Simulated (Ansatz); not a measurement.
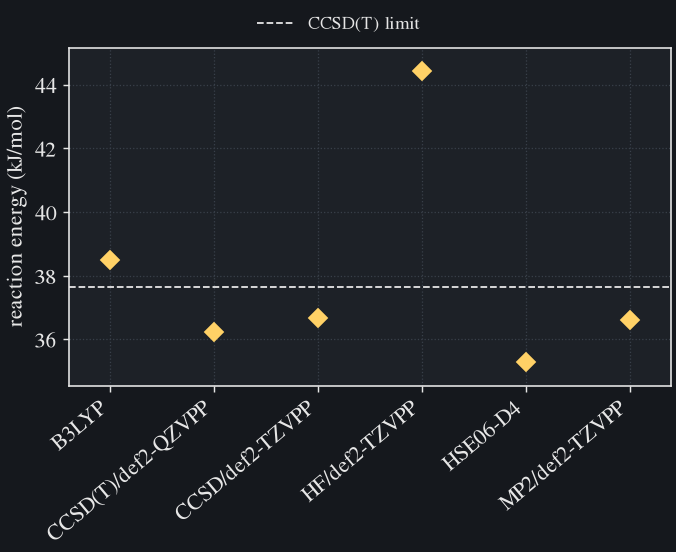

Electronic reaction energy of SiBrF (F[Si]Br) [singlet] + H₂S (S) → SiHSF (F[Si]S) [singlet] + HBr (Br) (SMILES in brackets) at several levels (functionals in def2-TZVPP unless a basis is named), isolated molecules at PBE0-D4 triple-zeta geometries, minima by their frequencies, no zero-point or thermal terms, the Ansatz code 0.2.0. The line is frozen-core CCSD(T) at the basis limit (MP2 extrapolated from triple and quadruple zeta, plus CCSD(T) less MP2 in a smaller set). No dispersion term is added to B3LYP. The distance of CCSD(T)/def2-QZVPP, CCSD/def2-TZVPP and MP2/def2-TZVPP to the limit includes basis error.

> Which level comes closest to the line (CCSD(T) limit), and which misses most?

Closest B3LYP (38.5 kJ/mol), against 37.7 kJ/mol; farthest HF/def2-TZVPP (44.4 kJ/mol).

> Give the values.

```
             level  kJ/mol  less CCSD(T) limit
             B3LYP    38.5                 0.8
CCSD(T)/def2-QZVPP    36.2                −1.4
   CCSD/def2-TZVPP    36.7                −1.0
     HF/def2-TZVPP    44.4                 6.8
          HSE06-D4    35.3                −2.4
    MP2/def2-TZVPP    36.6                −1.1
     CCSD(T) limit    37.7                 0.0
```

Note: no scalar relativity up to krypton; outer-core shells are correlated without core-valence functions, which makes the correlated values less sure.
